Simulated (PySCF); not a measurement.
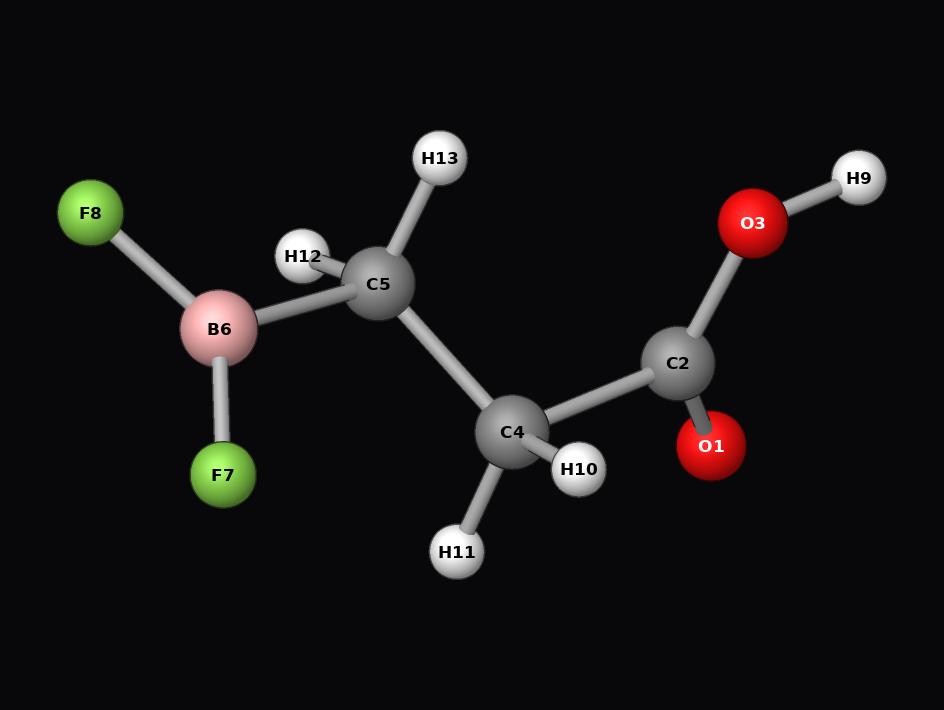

The questions are on Mulliken spin populations. The species has charge +1 and is a spin doublet. The computed structure is the end point of a GFN2-xTB optimisation. No frequency run is at hand to confirm it as a minimum. Level of theory: UKS B3LYP, pcH-1 on B C F H O, non-relativistic (PySCF 2.14.0).

Question: Which atom carries the largest spin population?

Answer: O1 (0.54 e).

Question: Which atom has the lowest spin population?

Answer: H11 (−0.01 e).

Give the Mulliken spin populations atom by atom.

```
atom  value (e)
  O1       0.54
  C2       0.01
  O3       0.03
  C4       0.14
  C5       0.11
  B6       0.08
  F7       0.01
  F8       0.03
  H9       0.01
 H10       0.03
 H11      −0.01
 H12       0.01
 H13       0.00
```

Mulliken values depend strongly on the basis set. The geometry is semi-empirical. Around B such bond lengths and angles can be off by a tenth of an ångström or more and by several degrees, and values that hang on the shape move with them.
